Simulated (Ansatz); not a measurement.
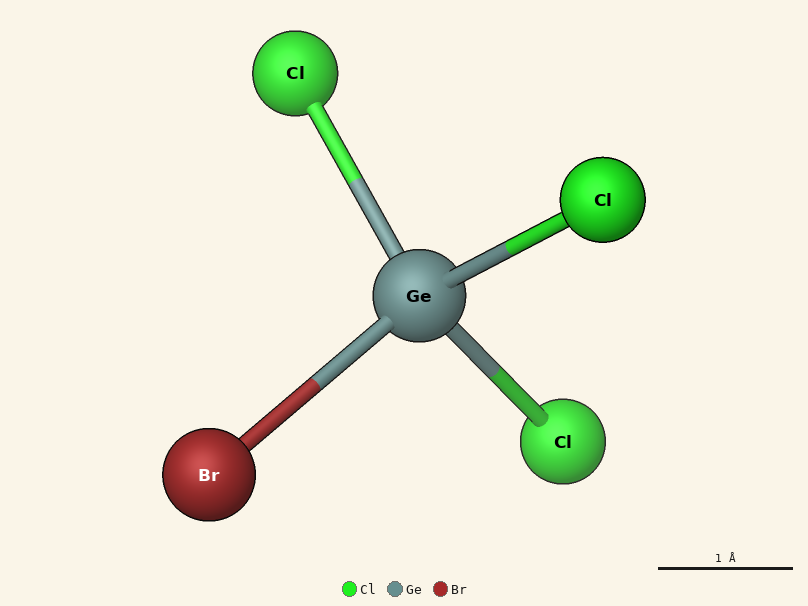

The picture shows the input geometry.

The calculation was set up as follows.

```yaml
crystal:
  periodic: [false, false, false]
  atoms:
    - {symbol: Cl, position_ang: [-0.925791, -0.253130, 1.865621]}
    - {symbol: Ge, position_ang: [0.007118, -0.054391, -0.046932]}
    - {symbol: Cl, position_ang: [1.793944, -1.132881, 0.019061]}
    - {symbol: Cl, position_ang: [-1.301386, -0.808874, -1.494382]}
    - {symbol: Br, position_ang: [0.451295, 2.182423, -0.440568]}
basis:
  gaussian: {orbitals: def2-mTZVPP}
magnetization: {spin_polarized: true, initial_magnetization: 2}
hamiltonian: {xc: {name: PBE0-DH}}
```

It was started with:

```sh
ansatz run in.yaml --threads 4 --pin off --events-out ev --progress --plain --max-ram 10444MiB
```

What the program printed:

```
Functional definition: PBE0-DH
  name "PBE0-DH"
  cite "Brémond & Adamo, J. Chem. Phys. 135, 024106 (2011) doi:10.1063/1.3604569"
  cite "Perdew, Burke & Ernzerhof, Phys. Rev. Lett. 77, 3865 (1996) doi:10.1103/PhysRevLett.77.3865"
  parameter a = 1/2
  parameter c = 1/8
  exchange = (1 - a)*pbe_x + a*exact_x
  correlation = (1 - c)*pbe_c + c*(mp2_os + mp2_ss)
1380 factors; integrals over basis functions are off by at most 5.0e-4 eV
mean field evaluation 1: about -164092.7899 eV, gradient 1.7e1 eV
mean field evaluation 2: about -164092.7994 eV, gradient 1.7e1 eV
mean field evaluation 4: about -164094.3186 eV, gradient 3.3e0 eV
mean field evaluation 8: about -164094.4855 eV, gradient 5.0e-1 eV
mean field evaluation 16: about -164094.5020 eV, gradient 8.5e-3 eV
mean field evaluation 32: about -164094.5043 eV, gradient 9.7e-4 eV
mean field evaluation 64: about -164094.4937 eV, gradient 8.7e-1 eV
mean field evaluation 96: about -164094.5016 eV, gradient 3.1e-2 eV
mean field -164094.50428276 eV, -6030.3618051416 hartree, gradient 3.1e-9 eV, S^2 2.007709; 6 other end points of the search recorded, 0 dependent functions left out
33 core orbitals not correlated: weight in the atoms' cores, before any rotation towards them, 1.000 or more for the frozen orbitals, at most 0.000 for the correlated occupied ones
reference -164094.50430272 eV, -6030.3618058749 hartree; 27, 25 occupied and 93, 95 virtual orbitals, 1380 factors
second order -29.98011337 eV of doubles, -0.00000000 eV of singles
Total energy: -164098.25181689 eV, -6030.4995244805 hartree
```

The calculation finished and met its thresholds.

The spin state was imposed, and no run here compares it with a lower spin, which may lie lower.
